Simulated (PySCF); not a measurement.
Input file:

```
{"job": {"kind": "uv", "xc": "wB97X-D", "basis": "def2-SVPD", "nstates": 8, "ntriplets": 3}, "charge": 0, "multiplicity": 1}
B      0.705357     0.888784    -0.692603
Si     2.018205    -0.562696    -0.307645
B      0.962703    -1.053948     1.249989
C     -0.529544    -0.591924     0.972503
O     -0.618339    -0.044947    -0.359399
C     -1.854652     0.581825    -0.623150
H      0.565966     1.207016    -1.826431
H      0.673825     1.814922     0.059956
H      1.988733    -1.583583    -1.382189
H      3.466410    -0.365825    -0.099326
H      1.242509    -1.303207     2.359172
H     -0.834190     0.186612     1.690362
H     -1.271364    -1.397870     1.057224
H     -1.837720     0.924103    -1.656520
H     -2.014856     1.444146     0.034347
H     -2.670641    -0.134465    -0.487699
```

Launched as:

```sh
OMP_NUM_THREADS=1 python probes_run.py task.json out
```

Geometry: GFN2-xTB.

All numbers below come from PySCF, wB97X-D/def2-SVPD, SCF density, gas phase.

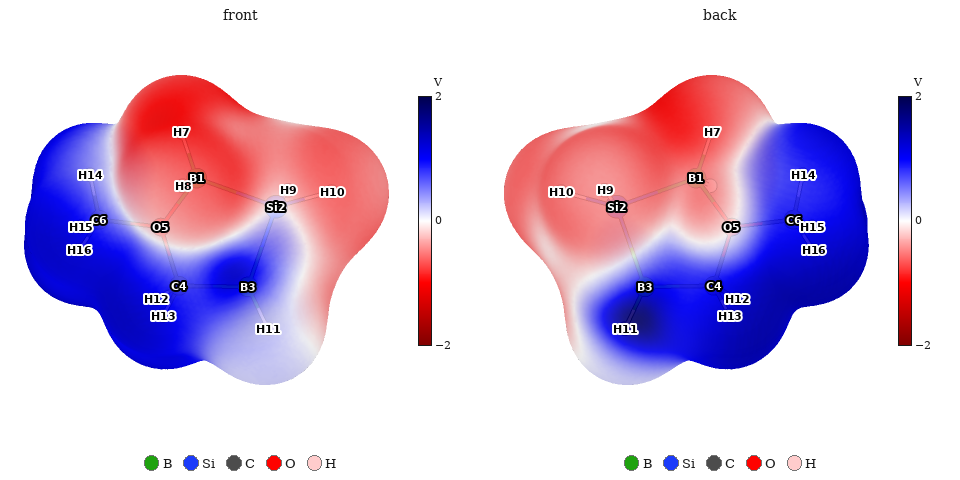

C$_{2}$H$_{10}$B$_{2}$OSi. The electrostatic potential painted on the density surface at 0.002 e/bohr³, seen from the front and from behind; the colour scale runs from red (negative) to blue (positive).

**Which sites attract a positive test charge, and which a negative one?**

A positive charge is drawn to the negative regions and a negative charge to the positive ones. The most negative region (about −1.0 V) lies over H8, the most positive (about +1.7 V) over B3.
